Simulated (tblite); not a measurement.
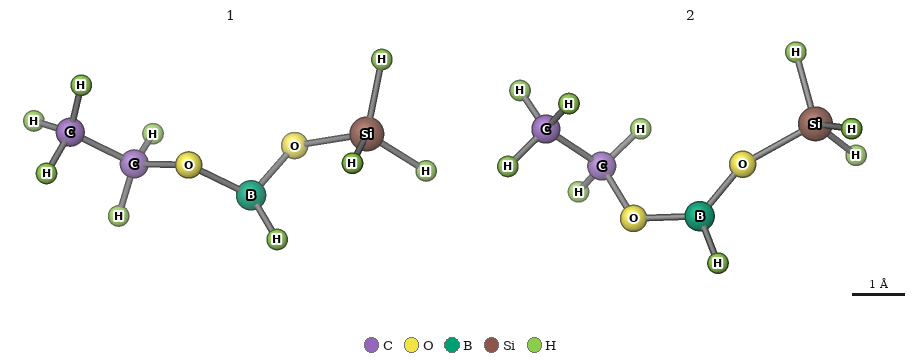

Two geometries of C2H9BO2Si, drawn at one scale. One is the start of a relaxation, the other its converged end. Style: ball-and-stick. Shown face on.

The calculation used GFN2-xTB geometry optimisation, gas phase in tblite. 

### Which of the two is the end point?

Structure 2 is the relaxed one. After 78 geometry steps the energy has fallen by 2.117 eV. An O atom moves most after the best rigid fit: 1.14 Å. Largest moves by element: O 1.14 Å, H 1.05 Å, B 0.78 Å, C 0.31 Å, Si 0.29 Å. Among the contacts that change: B–Si 2.539 → 2.880 Å, B–O 1.468 → 1.337 Å, O–Si 1.708 → 1.606 Å, C–H 1.134 → 1.087 Å. Bond angles that change, for instance: B–O–Si 106.5° → 155.9°, C–O–B 109.8° → 123.9°, O–B–O 114.2° → 122.7°. Groups turn about C–O by about 65°, O–Si by about 30°. Cost: 0.66 s on 1 thread of Arm Neoverse N1, on a shared host.
